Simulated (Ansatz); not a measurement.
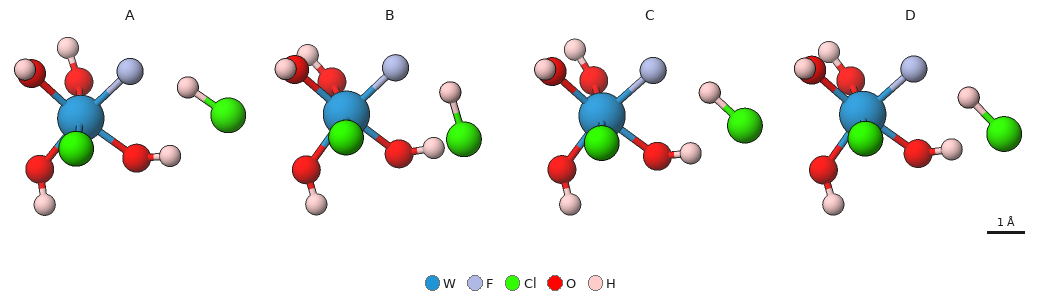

4 geometries from one relaxation of WH₅O₄Cl₂F, in shuffled order. A ball-and-stick model, seen from a free direction.

The run prepares an end point of a later path (reaction) calculation, from a guessed geometry.

These are results of RKS PBE/def2-SVP in Ansatz 0.2.0, not measurements. Settings: no spin polarisation; force threshold 0.03 eV/Å; at most 50 steps.

Order the frames from highest to lowest energy.

Answer. B, D, C, A. They are steps 0, 3, 5, 11, at +51.4 kJ/mol, +18.3 kJ/mol, +4.66 kJ/mol relative to the last. After 11 geometry steps the energy has fallen by 51.4 kJ/mol. The largest force component goes from 1.4 to 0.023 eV/Å. The atom that moves furthest after the best rigid fit is a Cl atom (1.02 Å). Largest moves by element: Cl 1.02 Å, H 0.69 Å, O 0.43 Å, F 0.37 Å, W 0.19 Å. Among the contacts that change: F–W 1.882 → 1.976 Å, O–W 1.949 → 1.915 Å, O–W 1.901 → 1.881 Å, Cl–W 2.385 → 2.397 Å. Among the angles between lasting bonds that change: Cl–W–O 100.5° → 89.2°, O–W–O 175.8° → 167.3°, W–O–H 117.3° → 125.1°. The run took 43 s on 4 threads of Arm Neoverse V1 (shared host), peak memory 0.27 GiB.
